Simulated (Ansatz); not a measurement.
# Work function of Re(0001): what the settings cost and change, part 2 of 2

How far do cutoff, k-mesh and smearing move the work function of Re(0001)?

Ansatz 0.2.0; plane-wave DFT, PBE, Ansatz PAW.

So far. Step 6 (Run): The work function is 5.032 eV, +0.002 eV from the run “cutoff 420 eV”, at 0.099 times its CPU time. Step 7 (Slab): The work function is 5.001 eV, -0.028 eV from the run “cutoff 420 eV”, at 0.21 times its CPU time.

## 8. Run

input.yaml reads:

```yaml
crystal:
  lattice:
    - [2.76, 0.0, 0.0]
    - [1.38, 2.3902301144, 0.0]
    - [0.0, 0.0, 31.3722]
  atoms:
    - { symbol: Re, position: [0.0, 0.0, 0.2868781915] }
    - { symbol: Re, position: [0.6666666667, 0.6666666667, 0.3579187943] }
    - { symbol: Re, position: [0.0, 0.0, 0.4289593972] }
    - { symbol: Re, position: [0.6666666667, 0.6666666667, 0.5] }
    - { symbol: Re, position: [0.0, 0.0, 0.5710406028] }
    - { symbol: Re, position: [0.6666666667, 0.6666666667, 0.6420812057] }
    - { symbol: Re, position: [0.0, 0.0, 0.7131218085] }
kpoints:
  mp_grid: { grid: [11, 11, 1] }
hamiltonian:
  xc: pbe
scf:
  occupations: { method: fermi_dirac, width: 0.1 }
  convergence: { dr2_threshold: 1.0e-09 }
efield:
  axis: 3
  dipole_correction: true
  ramp_position: 0.97
  ramp_width: 0.06
output:
  write_potential: true
  write_density: true
  volumetric_format: npy
```

The run is started by

```sh
ansatz run input.yaml --threads 2 --pin off --max-ram 3072MiB --backend cpu --events-out ev --progress --plain --runs-dir out
```

Numbers of over 12 decimals in the logs are rounded to 6 here.

The program printed:

```text
[...]
Crystal: 7 atoms, lattice volume = 206.964 Å³
Basis set: ecut = 420 eV, 4047 PW (Γ)
Bands: 63, of which v1, the nominal top of the filled ones, is band 53 counted from 1 (52 counted from 0)
Symmetry: 6 space group operations
k-points: 16 of 121 (time reversal used)
[...]
k-point 0: bands = [... 49 lower, 8.2651, 8.4839, 8.4839, 8.5961, 8.6643, 8.6643, 9.5638, 9.9138, ... 6 higher]
  k-point 1: bands = [... 49 lower, 8.2934, 8.4356, 8.5245, 8.7357, 8.7800, 8.9480, 9.1410, 9.2173, ... 6 higher]
  k-point 2: bands = [... 49 lower, 8.5425, 8.6919, 8.7567, 8.8381, 9.1518, 9.2048, 9.2552, 9.7445, ... 6 higher]
  k-point 15: bands = [... 49 lower, 8.2641, 9.3196, 9.3277, 9.5493, 10.2382, 11.3208, 11.5847, 11.5920, ... 6 higher]
[key lines of the parts left out:]
SCF converged after 9 iterations
Free energy (F): -76074.282642 eV
Fermi energy:    9.496274 eV
Dipole field:    D = -0.000002 V/Å  (p = -0.000002 e·Å, saw-weighted, corrected)
Work function:   Φ+ = 5.0511 eV   Φ− = 5.0510 eV
```

It took 14 s on 2 threads of Arm Neoverse V2, shared host; peak memory 0.53 GiB; 27 s of CPU time.

The work function is 5.051 eV, +0.022 eV from the run “cutoff 420 eV”, at 0.52 times its CPU time.

## 9. Run

input.yaml: that of step 8 with these lines changed.

```diff
@@ -14,3 +14,3 @@
 kpoints:
-  mp_grid: { grid: [11, 11, 1] }
+  mp_grid: { grid: [26, 26, 1] }
 hamiltonian:
```

The program printed:

```text
[...]
Crystal: 7 atoms, lattice volume = 206.964 Å³
Basis set: ecut = 420 eV, 4047 PW (Γ)
Bands: 63, of which v1, the nominal top of the filled ones, is band 53 counted from 1 (52 counted from 0)
Symmetry: 6 space group operations
k-points: 70 of 676 (time reversal used)
[...]
k-point 0: bands = [... 49 lower, 8.2746, 8.4941, 8.4941, 8.6014, 8.6751, 8.6751, 9.5669, 9.9227, ... 6 higher]
  k-point 1: bands = [... 49 lower, 8.3073, 8.3218, 8.5410, 8.6115, 8.7264, 8.7291, 9.4933, 9.7766, ... 6 higher]
  k-point 2: bands = [... 49 lower, 8.3045, 8.4614, 8.4739, 8.6773, 8.7954, 8.8790, 9.3045, 9.3254, ... 6 higher]
  k-point 69: bands = [... 49 lower, 8.0199, 9.3256, 9.3884, 9.5141, 10.2055, 11.3023, 11.5739, 11.5839, ... 6 higher]
[key lines of the parts left out:]
SCF converged after 9 iterations
Free energy (F): -76074.296296 eV
Fermi energy:    9.507867 eV
Dipole field:    D = -0.000002 V/Å  (p = -0.000002 e·Å, saw-weighted, corrected)
Work function:   Φ+ = 5.0291 eV   Φ− = 5.0291 eV
```

It took 59 s on 2 threads; peak memory 1.1 GiB; 1.9 min of CPU time.

The work function is 5.029 eV, -0.000 eV from the run “cutoff 420 eV”, at 2.2 times its CPU time.

## 10. Slab

input.yaml: that of step 9 with these lines changed.

```diff
@@ -14,3 +14,3 @@
 kpoints:
-  mp_grid: { grid: [26, 26, 1] }
+  mp_grid: { grid: [17, 17, 1] }
 hamiltonian:
@@ -18,3 +18,3 @@
 scf:
-  occupations: { method: fermi_dirac, width: 0.1 }
+  occupations: { method: gaussian, width: 0.05 }
   convergence: { dr2_threshold: 1.0e-09 }
```

The program printed:

```text
[...]
Crystal: 7 atoms, lattice volume = 206.964 Å³
Basis set: ecut = 420 eV, 4047 PW (Γ)
Bands: 63, of which v1, the nominal top of the filled ones, is band 53 counted from 1 (52 counted from 0)
Symmetry: 6 space group operations
k-points: 33 of 289 (time reversal used)
[...]
k-point 0: bands = [... 49 lower, 8.2737, 8.4964, 8.4964, 8.5988, 8.6743, 8.6743, 9.5693, 9.9167, ... 6 higher]
  k-point 1: bands = [... 49 lower, 8.3015, 8.3833, 8.5391, 8.6050, 8.7773, 8.7941, 9.4053, 9.5530, ... 6 higher]
  k-point 2: bands = [... 49 lower, 8.3977, 8.4652, 8.6903, 8.7008, 8.8804, 8.8947, 9.0748, 9.1452, ... 6 higher]
  k-point 32: bands = [... 49 lower, 8.1130, 9.3242, 9.3692, 9.5203, 10.2136, 11.3057, 11.5790, 11.5833, ... 6 higher]
[key lines of the parts left out:]
SCF converged after 10 iterations
Free energy (F): -76074.185653 eV
Fermi energy:    9.506625 eV
Dipole field:    D = 0.000001 V/Å  (p = 0.000001 e·Å, saw-weighted, corrected)
Work function:   Φ+ = 5.0305 eV   Φ− = 5.0306 eV
```

Run time: 27 s. Hardware: 2 threads; peak memory 0.71 GiB.

The work function is 5.031 eV, +0.001 eV from the run “cutoff 420 eV”, at 1.0 times its CPU time.

## 11. Run

input.yaml: that of step 10 with these lines changed.

```diff
@@ -18,3 +18,3 @@
 scf:
-  occupations: { method: gaussian, width: 0.05 }
+  occupations: { method: methfessel_paxton, width: 0.2 }
   convergence: { dr2_threshold: 1.0e-09 }
```

The program printed:

```text
[...]
Crystal: 7 atoms, lattice volume = 206.964 Å³
Basis set: ecut = 420 eV, 4047 PW (Γ)
Bands: 63, of which v1, the nominal top of the filled ones, is band 53 counted from 1 (52 counted from 0)
Symmetry: 6 space group operations
k-points: 33 of 289 (time reversal used)
[...]
k-point 0: bands = [... 49 lower, 8.2768, 8.4979, 8.4979, 8.6014, 8.6769, 8.6769, 9.5702, 9.9198, ... 6 higher]
  k-point 1: bands = [... 49 lower, 8.3050, 8.3865, 8.5411, 8.6065, 8.7795, 8.7967, 9.4063, 9.5550, ... 6 higher]
  k-point 2: bands = [... 49 lower, 8.3996, 8.4672, 8.6929, 8.7042, 8.8812, 8.8965, 9.0762, 9.1477, ... 6 higher]
  k-point 32: bands = [... 49 lower, 8.1140, 9.3263, 9.3734, 9.5229, 10.2161, 11.3080, 11.5792, 11.5834, ... 6 higher]
[key lines of the parts left out:]
SCF converged after 10 iterations
Free energy (F): -76074.186775 eV
Fermi energy:    9.505756 eV
Dipole field:    D = 0.000001 V/Å  (p = 0.000001 e·Å, saw-weighted, corrected)
Work function:   Φ+ = 5.0281 eV   Φ− = 5.0281 eV
```

It took 28 s on 2 threads; peak memory 0.71 GiB.

The work function is 5.028 eV, -0.001 eV from the run “cutoff 420 eV”, at 1.1 times its CPU time.

## 12. Run

input.yaml: that of step 11 with these lines changed.

```diff
@@ -18,3 +18,3 @@
 scf:
-  occupations: { method: methfessel_paxton, width: 0.2 }
+  occupations: { method: fermi_dirac, width: 0.3 }
   convergence: { dr2_threshold: 1.0e-09 }
```

The program printed:

```text
band count auto-derived: 71 (N_el = 105.0; filled up to band 53; 63 by the electrons, moments and atoms)
[...]
Crystal: 7 atoms, lattice volume = 206.964 Å³
Basis set: ecut = 420 eV, 4047 PW (Γ)
Bands: 71, of which v1, the nominal top of the filled ones, is band 53 counted from 1 (52 counted from 0)
Symmetry: 6 space group operations
[...]
k-point 0: bands = [... 49 lower, 8.2498, 8.4728, 8.4728, 8.5859, 8.6432, 8.6432, 9.5599, 9.8967, ... 14 higher]
  k-point 1: bands = [... 49 lower, 8.2776, 8.3596, 8.5113, 8.5813, 8.7571, 8.7630, 9.3945, 9.5362, ... 14 higher]
  k-point 2: bands = [... 49 lower, 8.3695, 8.4414, 8.6645, 8.6769, 8.8701, 8.8706, 9.0613, 9.1141, ... 14 higher]
  k-point 32: bands = [... 49 lower, 8.0967, 9.2862, 9.3280, 9.4946, 10.1899, 11.2863, 11.5751, 11.5802, ... 14 higher]
[key lines of the parts left out:]
SCF converged after 9 iterations
Free energy (F): -76075.144630 eV
Fermi energy:    9.532604 eV
Dipole field:    D = 0.000000 V/Å  (p = 0.000000 e·Å, saw-weighted, corrected)
Work function:   Φ+ = 5.0403 eV   Φ− = 5.0403 eV
```

Wall time 32 s (2 threads); peak memory 0.77 GiB; 64 s of CPU time.

The work function is 5.040 eV, +0.011 eV from the run “cutoff 420 eV”, at 1.2 times its CPU time.

## 13. Slab

input.yaml: that of step 12 with these lines changed.

```diff
@@ -18,3 +18,3 @@
 scf:
-  occupations: { method: fermi_dirac, width: 0.3 }
+  occupations: { method: cold, width: 0.1 }
   convergence: { dr2_threshold: 1.0e-09 }
```

The program printed:

```text
[...]
Crystal: 7 atoms, lattice volume = 206.964 Å³
Basis set: ecut = 420 eV, 4047 PW (Γ)
Bands: 63, of which v1, the nominal top of the filled ones, is band 53 counted from 1 (52 counted from 0)
Symmetry: 6 space group operations
k-points: 33 of 289 (time reversal used)
[...]
k-point 0: bands = [... 49 lower, 8.2717, 8.4937, 8.4937, 8.5972, 8.6722, 8.6722, 9.5679, 9.9141, ... 6 higher]
  k-point 1: bands = [... 49 lower, 8.2999, 8.3814, 8.5367, 8.6023, 8.7753, 8.7919, 9.4037, 9.5508, ... 6 higher]
  k-point 2: bands = [... 49 lower, 8.3953, 8.4626, 8.6880, 8.6989, 8.8783, 8.8921, 9.0730, 9.1429, ... 6 higher]
  k-point 32: bands = [... 49 lower, 8.1105, 9.3221, 9.3681, 9.5184, 10.2113, 11.3032, 11.5758, 11.5801, ... 6 higher]
[key lines of the parts left out:]
SCF converged after 10 iterations
Free energy (F): -76074.183433 eV
Fermi energy:    9.509448 eV
Dipole field:    D = 0.000000 V/Å  (p = 0.000000 e·Å, saw-weighted, corrected)
Work function:   Φ+ = 5.0298 eV   Φ− = 5.0298 eV
```

Run time: 28 s. Hardware: 2 threads; peak memory 0.71 GiB; 56 s of CPU time.

The work function is 5.030 eV, +0.000 eV from the run “cutoff 420 eV”, at 1.1 times its CPU time.

## 14. Side by side

Times are for 2 threads of Arm Neoverse V2, shared host. The runs compared:

```
no.                            setting  work function, upper face (eV)   time  memory (GiB)
  1                      cutoff 200 eV                           5.294   13 s          0.41
  2                      cutoff 300 eV                           5.029   20 s          0.52
  3                      cutoff 420 eV                           5.030   26 s          0.71
  4                      cutoff 600 eV                           5.029   44 s           1.0
  5                           mesh 3x3                           5.032  2.7 s          0.41
  6                           mesh 6x6                           5.001  5.8 s          0.46
  7                         mesh 11x11                           5.051   14 s          0.53
  8                         mesh 26x26                           5.029   59 s           1.1
  9          Gaussian smearing 0.05 eV                           5.031   27 s          0.71
 10  methfessel_paxton smearing 0.2 eV                           5.028   28 s          0.71
 11        fermi_dirac smearing 0.3 eV                           5.040   32 s          0.77
 12               cold smearing 0.1 eV                           5.030   28 s          0.71
```

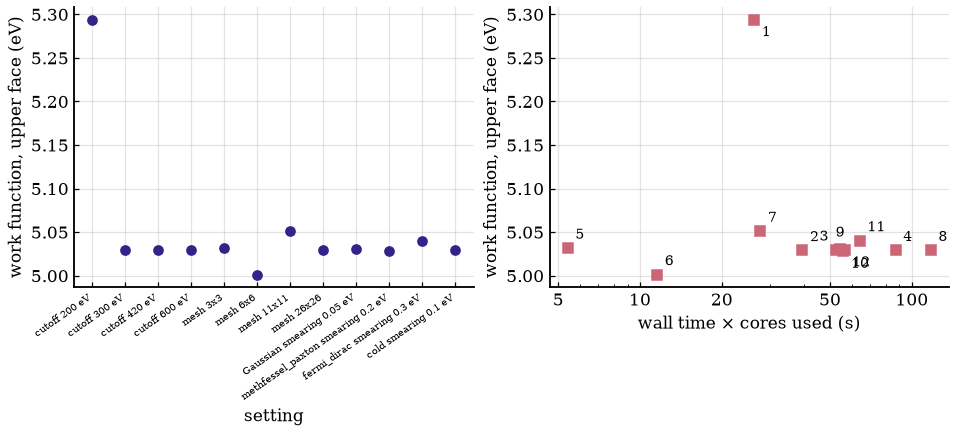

The series as plots; the last panel sets the first result against cost, with the runs numbered as in the table.

## 15. A changed input

An input spoilt on purpose, to show how the run answers: it repeats the earlier run “cutoff 200 eV” with efield.ramp_width from 0.06 to 0.9, and scf.max_iter set to 100; its output block differs too.

input.yaml: that of step 13 with these lines changed.

```diff
@@ -18,4 +18,5 @@
 scf:
-  occupations: { method: cold, width: 0.1 }
+  occupations: { method: fermi_dirac, width: 0.1 }
   convergence: { dr2_threshold: 1.0e-09 }
+  max_iter: 100
 efield:
@@ -24,3 +25,5 @@
   ramp_position: 0.97
-  ramp_width: 0.06
+  ramp_width: 0.9
+basis:
+  ecutwfc: "200 eV"
 output:
```

The program printed:

```text
Warning: basis.ecutwfc = 200 eV is below the records' recommended 420 eV, and the density's cutoff is lower with it unless basis.ecutrho_ratio is high enough to keep the records' density cutoff: compare with a run at a higher cutoff
Warning: basis.ecutrho_ratio 4 (ecutrho = 800 eV, dense FFT grid 15×15×150): the grid does not resolve the core-correction charge of Re (measure 0.13 e/Å^2.5); warned from 0.08. The energy and each atom's force then go with where the atoms sit on the grid: [figures from the program's tests cut] If this deck is also warned that a cutoff or its ratio is below what is recommended, mend that before anything below. First try basis.xc_grid, which is 1 on this run (the dense grid itself), where it is not refused (2, then 3). Above 1 the core-correction charge is laid on the exchange–correlation grid, and this warning is never given, whether or not the level is enough: [rest of the remark cut]
Engine: ansatz 0.2.0, aarch64-unknown-linux-gnu
Pseudopotentials: kind: paw
Pseudopotential: Re, paw, valence charge 15, recommended cutoff 420 eV (normal), Re.paw.azcp
Functional definition: PBE
  parameter kappa = 0.804
  parameter beta = 0.066725
  exchange = pbe_x(kappa = kappa, mu = beta*pi^2/3)
  correlation = pbe_c(beta = beta)
Crystal: 7 atoms, lattice volume = 206.964 Å³
Basis set: ecut = 200 eV, 1363 PW (Γ)
Bands: 63, of which v1, the nominal top of the filled ones, is band 53 counted from 1 (52 counted from 0)
Symmetry: 6 space group operations
k-points: 33 of 289 (time reversal used)
Non-local potential: Re, projectors of the file, l = 0: 3, l = 1: 2, l = 2: 2, l = 3: 1
PAW form: soft (Blöchl's): semilocal exchange-correlation on the pseudo side does not see the compensation charge
PAW one-centre angular grid: Re, 590 points (default); XC on 64 Gauss nodes
Initial density: superposition of atomic densities (neutral atoms: chi_scale 0, normalization atom), corrected by the library's trained network
Initial wavefunctions: pseudopotential atomic-orbital guess
Functional: x = pbe(κ = 0.804, μ = 0.219515), c = pbe(β = 0.066725)
Error: efield: ion 0 (Re) at fractional coordinate 0.2869 along the field axis lies inside the sawtooth ramp with 2 of the planes that the density is read on at each end, [0.9567, 0.8833] — the ramp must sit in vacuum (an ion there feels the fictitious reversed slope); set or move the ramp (efield.ramp_position / ramp_width) or move the geometry
```

Elapsed: 0.13 s, on 2 threads; peak memory 0.23 GiB.

The program refused the input before any cycle.

The program's message: “Error: efield: ion 0 (Re) at fractional coordinate 0.2869 along the field axis lies inside the sawtooth ramp with 2 of the planes that the density is read on at each end, [0.9567, 0.8833] — the ramp m …”

The fault put into the input: a ramp so wide that it reaches the atoms.

## 16. Summary of results

```yaml
work_function_cutoff_200_ev: 5.294 eV
work_function_cutoff_420_ev: 5.030 eV
work_function_cutoff_600_ev: 5.029 eV
work_function_mesh_6x6: 5.001 eV
```

**Reading.** The run at the highest cutoff gives 5.03 eV, and the settings tried spread the value from 5.00 to 5.29 eV. Against 600 eV, a cutoff of 200 eV is off by +0.265 eV. Against 600 eV, a cutoff of 420 eV is off by +0.000 eV. Against the finest mesh, 26 points along a, the coarser ones are off by +0.00 (3), -0.03 (6) and +0.02 (11) eV. The smearing schemes and widths spread it over 0.01 eV. The program marks the value as in doubt in “cutoff 200 eV”. The ladder's slabs use the tabulated experimental lattice constant (two decimals; a low-temperature value for the alkali metals). In 1 run of the series (cutoff 200 eV) the program warns that electrons reach the sawtooth's ramp, which makes dipole and work function less sure.

Computed beside measured:

| quantity | measured | cutoff 600 eV |
| --- | --- | --- |
| work function (clean (0001) face, a compiled value) (eV) | 5.15 | 5.03 (-0.12 eV) |

Measured values from arxiv:1902.07811 (2019).

**Verdict.** The work function is off by -0.12 eV: good agreement. The grades are ours: good and fair within 3 and 7 % for the work function. No cell relaxation is part of this session.

[Logs are printed without paths, hosts, clocks, repeated set-up lines and the standing remarks that a program may print on its own settings, such as how far it seeks lower states.]

[Hosts, paths, dates, database ids (printed as entryN), source tags and the programs' standing remarks are cut or masked in the printed files.]

[Maps of the electrostatic potential energy from Ansatz leave out the sawtooth potential of an applied field or a dipole correction, so their vacuum need not be flat; planar profiles and work functions include it.]
